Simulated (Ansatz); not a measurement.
# GeAsH₅ + H₂S: a complex and its separated parts, part 2 of 2

Ansatz 0.2.0, Gaussian basis. Earlier steps stand in the parts before.

## (13) CAM-B3LYP-D4/def2-TZVPP

The inputs:

parta/in.yaml

```yaml
crystal:
  periodic: [false, false, false]
  atoms:
    - {symbol: Ge, position_ang: [-1.194599, -1.017328, -0.370336]}
    - {symbol: H, position_ang: [-0.973964, -2.337577, -1.126299]}
    - {symbol: H, position_ang: [-0.416604, -1.056521, 0.954499]}
    - {symbol: H, position_ang: [-2.694498, -0.860456, -0.072038]}
    - {symbol: As, position_ang: [-0.513963, 0.806699, -1.816665]}
    - {symbol: H, position_ang: [-0.524799, 1.805904, -0.667547]}
    - {symbol: H, position_ang: [0.963704, 0.503556, -1.607789]}
basis:
  gaussian: {orbitals: def2-TZVPP}
hamiltonian: {xc: {name: CAM-B3LYP}, dispersion: d4}
```

partb/in.yaml

```yaml
crystal:
  periodic: [false, false, false]
  atoms:
    - {symbol: S, position_ang: [2.258771, 1.059834, 1.775372]}
    - {symbol: H, position_ang: [1.436250, 1.154490, 0.720023]}
    - {symbol: H, position_ang: [1.659804, -0.058601, 2.210781]}
basis:
  gaussian: {orbitals: def2-TZVPP}
hamiltonian: {xc: {name: CAM-B3LYP}, dispersion: d4}
```

The same command starts each run, in its folder.

On the command line:

```bash
> ansatz run in.yaml --threads 8 --pin off --events-out ev --progress --plain --max-ram 19148MiB
```

parta printed (excerpt; [...] marks lines left out):

```text
Functional definition: CAM-B3LYP
  name "CAM-B3LYP"
  cite "Yanai, Tew & Handy, Chem. Phys. Lett. 393, 51 (2004) doi:10.1016/j.cplett.2004.06.011"
  cite "Iikura, Tsuneda, Yanai & Hirao, J. Chem. Phys. 115, 3540 (2001) doi:10.1063/1.1383587"
  cite "Becke, Phys. Rev. A 38, 3098 (1988) doi:10.1103/PhysRevA.38.3098"
  cite "Lee, Yang & Parr, Phys. Rev. B 37, 785 (1988) doi:10.1103/PhysRevB.37.785"
[...]
1093 factors; their error is unknown
255 factors; integrals over basis functions are off by at most 9.1e-6 eV
[...]
mean field -117447.60070505 eV, -4316.1197170677 hartree, gradient 3.2e-5 eV, S^2 0.000000; 0 other end points of the search recorded, 0 dependent functions left out
reference -117447.60083076 eV, -4316.1197216875 hartree; 35, 35 occupied and 131, 131 virtual orbitals, 1093 factors
Total energy: -117447.70837528 eV, -4316.1236738755 hartree
```

partb printed (excerpt; [...] marks lines left out):

```text
[... 6 set-up lines as earlier in the session ...]
[...]
  # Exact exchange under (alpha + beta erf(omega r))/r, Becke's under what is left of 1/r.
[...]
414 factors; their error is unknown
87 factors; integrals over basis functions are off by at most 9.9e-5 eV
[...]
mean field -10868.61808711 eV, -399.4143476872 hartree, gradient 1.9e-5 eV, S^2 0.000000; 0 other end points of the search recorded, 0 dependent functions left out
reference -10868.61816419 eV, -399.4143505200 hartree; 9, 9 occupied and 61, 61 virtual orbitals, 414 factors
Total energy: -10868.63011946 eV, -399.4147898679 hartree
```

Times: 0.95 s (parta), 0.2 s (partb) on 8 threads of Arm Neoverse V2, shared host.

## (14) wB97X-V/def2-TZVPP

Each input of step 13 (parta, partb) changes in the same lines:

```diff
-hamiltonian: {xc: {name: CAM-B3LYP}, dispersion: d4}
+hamiltonian: {xc: {name: wB97X-V}}
```

One command serves all of them, each in its own folder.

On the command line:

```bash
> ansatz run in.yaml --threads 8 --pin off --events-out ev --progress --plain --max-ram 19148MiB
```

parta printed (excerpt; [...] marks lines left out):

```text
Functional definition: wB97X-V
  name "wB97X-V"
  cite "Mardirossian & Head-Gordon, Phys. Chem. Chem. Phys. 16, 9904 (2014) doi:10.1039/C3CP54374A"
[... 2 set-up lines as earlier in the session ...]
[...]
      + integral(e_c_pw_opposite_spin*poly(b97_u_opposite, cos0, cos1)) + vv10(b, c)
1093 factors; their error is unknown
227 factors; integrals over basis functions are off by at most 6.4e-6 eV
[...]
mean field -117430.29080022 eV, -4315.4835897981 hartree, gradient 2.3e-5 eV, S^2 0.000000; 0 other end points of the search recorded, 0 dependent functions left out
reference -117430.29079843 eV, -4315.4835897323 hartree; 35, 35 occupied and 131, 131 virtual orbitals, 1093 factors
Total energy: -117430.29079843 eV, -4315.4835897323 hartree
```

Output in partb (excerpt; [...] marks lines left out):

```text
[... 5 set-up lines as earlier in the session ...]
[...]
      + integral(e_c_pw_opposite_spin*poly(b97_u_opposite, cos0, cos1)) + vv10(b, c)
409 factors; their error is unknown
87 factors; integrals over basis functions are off by at most 4.4e-5 eV
[...]
mean field -10866.66389033 eV, -399.3425322802 hartree, gradient 7.8e-5 eV, S^2 0.000000; 0 other end points of the search recorded, 0 dependent functions left out
reference -10866.66388916 eV, -399.3425322374 hartree; 9, 9 occupied and 61, 61 virtual orbitals, 409 factors
Total energy: -10866.66388916 eV, -399.3425322374 hartree
```

Times: 2.1 s (parta), 0.3 s (partb) on 8 threads of Arm Neoverse V2, shared host.

## (15) wB97M-V/def2-TZVPP

Each input of step 14 (parta, partb) changes in the same lines:

```diff
-hamiltonian: {xc: {name: wB97X-V}}
+hamiltonian: {xc: {name: wB97M-V}}
```

The same command starts each run, in its folder.

On the command line:

```bash
> ansatz run in.yaml --threads 8 --pin off --events-out ev --progress --plain --max-ram 19148MiB
```

parta printed (excerpt; [...] marks lines left out):

```text
Functional definition: wB97M-V
  name "wB97M-V"
  cite "Mardirossian & Head-Gordon, J. Chem. Phys. 144, 214110 (2016) doi:10.1063/1.4952647"
[... 2 set-up lines as earlier in the session ...]
  # Of w^i u^j: cxij and so on, Table III.
[...]
  gx(w, u) = 1 - cx + cx01*u + cx10*w
[...]
1085 factors; their error is unknown
227 factors; integrals over basis functions are off by at most 6.4e-6 eV
[...]
mean field -117433.92457116 eV, -4315.6171284172 hartree, gradient 2.2e-5 eV, S^2 0.000000; 0 other end points of the search recorded, 0 dependent functions left out
reference -117433.92461449 eV, -4315.6171300094 hartree; 35, 35 occupied and 131, 131 virtual orbitals, 1085 factors
Total energy: -117433.92461449 eV, -4315.6171300094 hartree
```

partb printed (excerpt; [...] marks lines left out):

```text
[... 5 set-up lines as earlier in the session ...]
  # Of w^i u^j: cxij and so on, Table III.
[...]
  gx(w, u) = 1 - cx + cx01*u + cx10*w
[...]
      + integral(e_c_pw_mod_opposite_spin*gos(b97_w_opposite, b97_u_opposite)) + vv10(b, c)
409 factors; their error is unknown
87 factors; integrals over basis functions are off by at most 4.4e-5 eV
[...]
mean field -10867.51056583 eV, -399.3736470310 hartree, gradient 7.8e-6 eV, S^2 0.000000; 0 other end points of the search recorded, 0 dependent functions left out
reference -10867.51059400 eV, -399.3736480663 hartree; 9, 9 occupied and 61, 61 virtual orbitals, 409 factors
Total energy: -10867.51059400 eV, -399.3736480663 hartree
```

They took 2.5 s (parta), 0.4 s (partb) on 8 threads of Arm Neoverse V2, shared host.

## (16) B2PLYP/def2-TZVPP

The same edit goes into each in.yaml of step 15 (parta, partb):

```diff
-hamiltonian: {xc: {name: wB97M-V}}
+hamiltonian: {xc: {name: B2PLYP}}
```

Each run has its own folder and the same command.

On the command line:

```bash
> ansatz run in.yaml --threads 8 --pin off --events-out ev --progress --plain --max-ram 19148MiB
```

Log of parta (excerpt; [...] marks lines left out):

```text
Functional definition: B2PLYP
  name "B2PLYP"
  cite "Grimme, J. Chem. Phys. 124, 034108 (2006) doi:10.1063/1.2148954"
[... 2 set-up lines as earlier in the session ...]
[...]
1010 factors; integrals over basis functions are off by at most 9.9e-4 eV
[...]
mean field -117415.83895021 eV, -4314.9524941061 hartree, gradient 1.9e-6 eV, S^2 0.000000; 0 other end points of the search recorded, 0 dependent functions left out
18 core orbitals not correlated: weight in the atoms' cores, before any rotation towards them, 1.000 or more for the frozen orbitals, at most 0.000 for the correlated occupied ones
reference -117415.83911415 eV, -4314.9525001306 hartree; 17, 17 occupied and 131, 131 virtual orbitals, 1010 factors
second order -18.01850851 eV of doubles, -0.00000000 eV of singles
Total energy: -117420.70411144 eV, -4315.1312854837 hartree
```

Log of partb (excerpt; [...] marks lines left out):

```text
[... 5 set-up lines as earlier in the session ...]
[...]
386 factors; integrals over basis functions are off by at most 9.9e-4 eV
[...]
mean field -10863.10107558 eV, -399.2116012532 hartree, gradient 3.9e-6 eV, S^2 0.000000; 0 other end points of the search recorded, 0 dependent functions left out
5 core orbitals not correlated: weight in the atoms' cores, before any rotation towards them, 1.000 or more for the frozen orbitals, at most 0.000 for the correlated occupied ones
reference -10863.10117548 eV, -399.2116049243 hartree; 4, 4 occupied and 61, 61 virtual orbitals, 386 factors
second order -6.35680655 eV of doubles, -0.00000000 eV of singles
Total energy: -10864.81751324 eV, -399.2746791739 hartree
```

They took 1.3 s (parta), 0.2 s (partb) on 8 threads of Arm Neoverse V2, shared host.

## (17) PBE-QIDH/def2-TZVPP

Each input of step 16 (parta, partb) changes in the same lines:

```diff
-hamiltonian: {xc: {name: B2PLYP}}
+hamiltonian: {xc: {name: PBE-QIDH}}
```

The same command starts each run, in its folder.

On the command line:

```bash
> ansatz run in.yaml --threads 8 --pin off --events-out ev --progress --plain --max-ram 19148MiB
```

Log of parta (excerpt; [...] marks lines left out):

```text
Functional definition: PBE-QIDH
  name "PBE-QIDH"
  cite "Brémond, Sancho-García, Pérez-Jiménez & Adamo, J. Chem. Phys. 141, 031101 (2014) doi:10.1063/1.4890314"
[... 1 set-up line as earlier in the session ...]
[...]
1010 factors; integrals over basis functions are off by at most 9.9e-4 eV
[...]
mean field -117403.19304558 eV, -4314.4877656827 hartree, gradient 3.7e-6 eV, S^2 0.000000; 0 other end points of the search recorded, 0 dependent functions left out
18 core orbitals not correlated: weight in the atoms' cores, before any rotation towards them, 1.000 or more for the frozen orbitals, at most 0.000 for the correlated occupied ones
reference -117403.19305763 eV, -4314.4877661256 hartree; 17, 17 occupied and 131, 131 virtual orbitals, 1010 factors
second order -16.73759689 eV of doubles, -0.00000000 eV of singles
Total energy: -117408.77225660 eV, -4314.6927979058 hartree
```

Output in partb (excerpt; [...] marks lines left out):

```text
[... 4 set-up lines as earlier in the session ...]
[...]
386 factors; integrals over basis functions are off by at most 9.9e-4 eV
[...]
mean field -10860.20503615 eV, -399.1051737672 hartree, gradient 1.1e-6 eV, S^2 0.000000; 0 other end points of the search recorded, 0 dependent functions left out
5 core orbitals not correlated: weight in the atoms' cores, before any rotation towards them, 1.000 or more for the frozen orbitals, at most 0.000 for the correlated occupied ones
reference -10860.20504293 eV, -399.1051740165 hartree; 4, 4 occupied and 61, 61 virtual orbitals, 386 factors
second order -5.89911123 eV of doubles, -0.00000000 eV of singles
Total energy: -10862.17141334 eV, -399.1774367962 hartree
```

Times: 1.3 s (parta), 0.2 s (partb) on 8 threads of Arm Neoverse V2, shared host.

## (18) RPA on PBE/def2-TZVPP

Each input of step 17 (parta, partb) changes in the same lines:

```diff
-hamiltonian: {xc: {name: PBE-QIDH}}
+hamiltonian: {xc: pbe}
+correlation: {method: rpa}
```

Each run has its own folder and the same command.

On the command line:

```bash
> ansatz run in.yaml --threads 8 --pin off --events-out ev --progress --plain --max-ram 19148MiB
```

Output in parta (excerpt; [...] marks lines left out):

```text
[... 4 set-up lines as earlier in the session ...]
[...]
1010 factors; integrals over basis functions are off by at most 9.9e-4 eV
[...]
mean field -117423.02809863 eV, -4315.2166904377 hartree, gradient 2.0e-6 eV, S^2 0.000000; 0 other end points of the search recorded, 0 dependent functions left out
18 core orbitals not correlated: weight in the atoms' cores, before any rotation towards them, 1.000 or more for the frozen orbitals, at most 0.000 for the correlated occupied ones
reference -117347.02236759 eV, -4312.4235313403 hartree; 17, 17 occupied and 131, 131 virtual orbitals, 1010 factors
Total energy: -117371.27001849 eV, -4313.3146160753 hartree
```

Output in partb (excerpt; [...] marks lines left out):

```text
[... 4 set-up lines as earlier in the session ...]
[...]
386 factors; integrals over basis functions are off by at most 9.9e-4 eV
[...]
mean field -10863.54268279 eV, -399.2278300187 hartree, gradient 5.3e-6 eV, S^2 0.000000; 0 other end points of the search recorded, 0 dependent functions left out
5 core orbitals not correlated: weight in the atoms' cores, before any rotation towards them, 1.000 or more for the frozen orbitals, at most 0.000 for the correlated occupied ones
reference -10849.04798464 eV, -398.6951596866 hartree; 4, 4 occupied and 61, 61 virtual orbitals, 386 factors
Total energy: -10858.41208228 eV, -399.0392839277 hartree
```

They took 1.1 s (parta), 0.2 s (partb) on 8 threads of Arm Neoverse V2, shared host.

## (19) CCSD(T)/def2-TZVPP

The same edit goes into each in.yaml of step 18 (parta, partb):

```diff
-hamiltonian: {xc: pbe}
-correlation: {method: rpa}
+correlation: {method: ccsd_t}
```

One command serves all of them, each in its own folder.

On the command line:

```bash
> ansatz run in.yaml --threads 8 --pin off --events-out ev --progress --plain --max-ram 19148MiB
```

parta printed (excerpt; [...] marks lines left out):

```text
Functional definition: HF
  name "HF"
  cite "Fock, Z. Phys. 61, 126 (1930) doi:10.1007/BF01340294"
[... 1 set-up line as earlier in the session ...]
[...]
1010 factors; integrals over basis functions are off by at most 9.9e-4 eV
[...]
mean field -117348.43360535 eV, -4312.4753933715 hartree, gradient 1.8e-6 eV, S^2 0.000000; 0 other end points of the search recorded, 0 dependent functions left out
18 core orbitals not correlated: weight in the atoms' cores, before any rotation towards them, 1.000 or more for the frozen orbitals, at most 0.000 for the correlated occupied ones
reference -117348.43360535 eV, -4312.4753933715 hartree; 17, 17 occupied and 131, 131 virtual orbitals, 1010 factors
second order -14.82874713 eV of doubles, -0.00000000 eV of singles
cycle   1  -14.92579297 eV  change   -9.7e-2 eV  update   9.5e-2
[...]
cycle   9  -15.51788826 eV  change    1.1e-6 eV  update   9.7e-6
perturbative correction -0.53991757 eV, -0.0198416046 hartree
Total energy: -117364.49141118 eV, -4313.0655068514 hartree
```

Output in partb (excerpt; [...] marks lines left out):

```text
[... 4 set-up lines as earlier in the session ...]
[...]
386 factors; integrals over basis functions are off by at most 9.9e-4 eV
[...]
mean field -10849.38780145 eV, -398.7076477240 hartree, gradient 1.3e-6 eV, S^2 0.000000; 0 other end points of the search recorded, 0 dependent functions left out
5 core orbitals not correlated: weight in the atoms' cores, before any rotation towards them, 1.000 or more for the frozen orbitals, at most 0.000 for the correlated occupied ones
reference -10849.38780145 eV, -398.7076477240 hartree; 4, 4 occupied and 61, 61 virtual orbitals, 386 factors
second order -5.20090720 eV of doubles, -0.00000000 eV of singles
cycle   1  -5.68437933 eV  change   -4.8e-1 eV  update   4.9e-2
[...]
cycle   8  -5.86289273 eV  change    2.9e-6 eV  update   5.9e-6
perturbative correction -0.21792700 eV, -0.0080086697 hartree
Total energy: -10855.46862118 eV, -398.9311137276 hartree
```

Wall times: 13 s (parta), 0.25 s (partb) on 8 threads of Arm Neoverse V2, shared host; peak memory 1.4 GiB.

## (20) Vibrations of GeAsH₅

vib-parta/in.yaml reads:

```yaml
crystal:
  periodic: [false, false, false]
  atoms:
    - {symbol: Ge, position_ang: [-1.194599, -1.017328, -0.370336]}
    - {symbol: H, position_ang: [-0.973964, -2.337577, -1.126299]}
    - {symbol: H, position_ang: [-0.416604, -1.056521, 0.954499]}
    - {symbol: H, position_ang: [-2.694498, -0.860456, -0.072038]}
    - {symbol: As, position_ang: [-0.513963, 0.806699, -1.816665]}
    - {symbol: H, position_ang: [-0.524799, 1.805904, -0.667547]}
    - {symbol: H, position_ang: [0.963704, 0.503556, -1.607789]}
basis:
  gaussian: {orbitals: def2-TZVP}
hamiltonian: {xc: pbe0, dispersion: d4}
phonons: {temperatures: {t_min: 298.15, t_max: 900, t_step: 200}}
```

On the command line:

```bash
> ansatz run in.yaml --threads 8 --pin off --events-out ev --progress --plain --max-ram 19148MiB
```

What it wrote (excerpt; [...] marks lines left out):

```text
[... 5 set-up lines as earlier in the session ...]
[...]
1044 factors; their error is unknown
[...]
mean field -117426.41635262 eV, -4315.3412064751 hartree, gradient 1.2e-5 eV, S^2 0.000000; 0 other end points of the search recorded, 0 dependent functions left out
[...]
Atom 4 at    -0.513963     0.806699    -1.816665 Å, force     0.003368     0.002874     0.000072 eV/Å
Atom 5 at    -0.524799     1.805904    -0.667547 Å, force    -0.001841    -0.001509    -0.000594 eV/Å
Atom 6 at     0.963704     0.503556    -1.607789 Å, force    -0.001312    -0.001047     0.000641 eV/Å
Dipole moment:     0.035884    -0.013523     0.075943 e Å
Vibrations: 134.68 268.98 422.72 439.76 650.73 694.22 804.82 880.43 883.85 985.66 2146.29 2156.02 2157.65 2208.13 2219.60 cm⁻¹, zero-point energy 1.057185 eV
```

Run time: 24 s. Hardware: 8 threads of Arm Neoverse V2, shared host.

Wavenumbers and character of the modes:

```csv
mode,wavenumber (cm⁻¹),character
1,135,torsion
2,269,Ge–As stretch
3,423,bend
4,440,bend
5,651,bend
6,694,bend
7,805,bend
8,880,bend with wag or twist
9,884,bend with wag or twist
10,986,wag or twist with bend
11,2146,Ge–H stretch
12,2156,Ge–H stretch
13,2158,Ge–H stretch
14,2208,As–H stretch
15,2220,As–H stretch
```

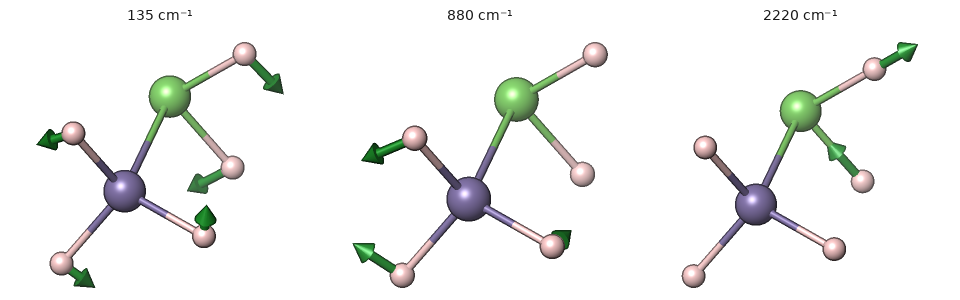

Displacements of 3 modes, as arrows.

Vibrational sums (real modes only):

| T (K) | entropy (J/mol/K) | heat capacity (J/mol/K) |
| --- | --- | --- |
| 298 | 31.3 | 43.2 |
| 498 | 59.3 | 65.8 |
| 698 | 84.1 | 81.1 |
| 898 | 105.9 | 92.2 |

## (21) Vibrations of H₂S

vib-partb/in.yaml reads:

```yaml
crystal:
  periodic: [false, false, false]
  atoms:
    - {symbol: S, position_ang: [2.258771, 1.059834, 1.775372]}
    - {symbol: H, position_ang: [1.436250, 1.154490, 0.720023]}
    - {symbol: H, position_ang: [1.659804, -0.058601, 2.210781]}
basis:
  gaussian: {orbitals: def2-TZVP}
hamiltonian: {xc: pbe0, dispersion: d4}
phonons: {temperatures: {t_min: 298.15, t_max: 900, t_step: 200}}
```

On the command line:

```bash
> ansatz run in.yaml --threads 8 --pin off --events-out ev --progress --plain --max-ram 19148MiB
```

What it wrote (excerpt; [...] marks lines left out):

```text
[... 5 set-up lines as earlier in the session ...]
[...]
359 factors; their error is unknown
[...]
mean field -10864.45046316 eV, -399.2611903321 hartree, gradient 4.8e-5 eV, S^2 0.000000; 0 other end points of the search recorded, 0 dependent functions left out
[...]
Total energy: -10864.46265918 eV, -399.2616385277 hartree
Atom 0 at     2.258771     1.059834     1.775372 Å, force    -0.000072     0.000065    -0.000150 eV/Å
Atom 1 at     1.436250     1.154490     0.720023 Å, force     0.000107    -0.000047     0.000173 eV/Å
Atom 2 at     1.659804    -0.058601     2.210781 Å, force    -0.000035    -0.000018    -0.000023 eV/Å
Dipole moment:    -0.185141    -0.133342    -0.080743 e Å
Vibrations: 1209.05 2724.32 2739.64 cm⁻¹, zero-point energy 0.413674 eV
```

It took 0.9 s on 8 threads of Arm Neoverse V2, shared host.

The modes, with what each moves most:

```
mode  wavenumber (cm⁻¹)    character
   1               1209         bend
   2               2724  S–H stretch
   3               2740  S–H stretch
```

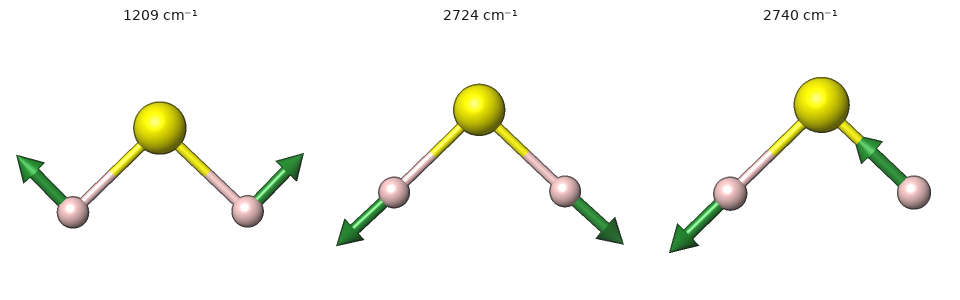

How the atoms move in 3 of the modes.

Vibrational sums (real modes only):

```
T (K)  entropy (J/mol/K)  heat capacity (J/mol/K)
  298                0.2                      0.8
  498                1.2                      3.7
  698                3.0                      7.0
  898                5.1                     10.2
```

## (22) Complex less separated parts

The complex's own energies come from single points at the same levels.

Rows are in def2-TZVPP; times add the 3 runs of a level on a shared host, so small differences are noise.

Differences are taken before rounding.

```csv
method,rung,complex less parts (eV),from CCSD(T) (eV),time
SPW92,LDA,-0.127,-0.070,1.2 s
PBE-D4,GGA,-0.091,-0.034,1.8 s
BLYP-D4,GGA,-0.075,-0.018,1.8 s
r2SCAN-D4,meta-GGA,-0.060,-0.003,3.9 s
B97M-V,meta-GGA,-0.066,-0.009,6.8 s
PBE0-D4,hybrid,-0.078,-0.021,2.8 s
B3LYP-D4,hybrid,-0.073,-0.016,2.6 s
r2SCAN0-D4,hybrid,-0.061,-0.003,4.5 s
BHLYP-D4,hybrid,-0.070,-0.012,2.4 s
CAM-B3LYP-D4,range-separated hybrid,-0.068,-0.011,3 s
wB97X-V,range-separated hybrid,-0.058,-0.001,6.3 s
wB97M-V,range-separated hybrid,-0.062,-0.004,7.5 s
B2PLYP,double hybrid,-0.018,+0.039,4.4 s
PBE-QIDH,double hybrid,-0.040,+0.017,4.5 s
RPA on PBE,RPA,-0.033,+0.024,3.7 s
Hartree-Fock,wavefunction,0.052,+0.110,
MP2,wavefunction,-0.068,-0.011,
CCSD,wavefunction,-0.040,+0.017,
CCSD(T),wavefunction,-0.057,0,1.7 min
```

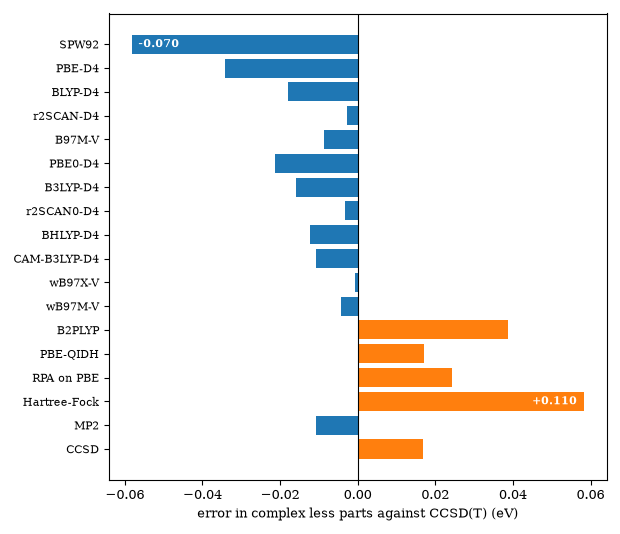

How far each level lands from CCSD(T). Bars with a number in them are cut short.

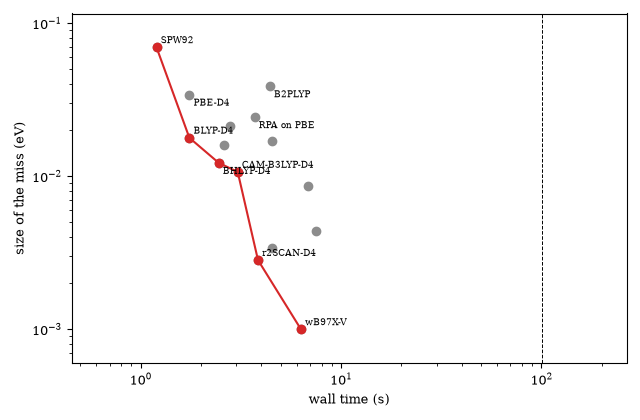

Accuracy for the time spent; red marks the levels that beat every quicker one drawn (of those quicker than the yardstick), and the dashed line is the time of CCSD(T). Only those levels and the largest misses are named. Misses under 0.001 eV are drawn at that value. Times are from a shared host.

For cost: wB97X-V gets within 0.001 eV in 6.3 s, where CCSD(T) took 1.7 min; the quickest level in the cost chart, SPW92, takes 1.2 s and misses by 0.070 eV.

The complex's zero-point energy, from a separate PBE0-D4 run, is 1.492 eV.

## (23) Results

The summary covers parts 1 to 2.

```
                              quantity      value
complex less parts, CCSD(T)/def2-TZVPP  -0.057 eV
                with zero-point energy  -0.036 eV
                 largest T1 diagnostic      0.011
```

At CCSD(T) the complex lies 0.057 eV below its parts. Among the functionals wB97X-V lands nearest to CCSD(T) (-0.001 eV) and SPW92 farthest (-0.070 eV). Mean unsigned error by rung: LDA 0.070, GGA 0.026, meta-GGA 0.006, hybrid 0.013, range-separated hybrid 0.005, double hybrid 0.028 eV. The double hybrids carry no dispersion term here, unlike the levels marked D4 or V. PBE-D4 gives a relative energy 0.034 eV too low, an error of 60 % of the reference. No counterpoise was applied, and triple zeta lacks some correlation, so the CCSD(T) reference has a basis error of its own, and close matches with it are partly luck.
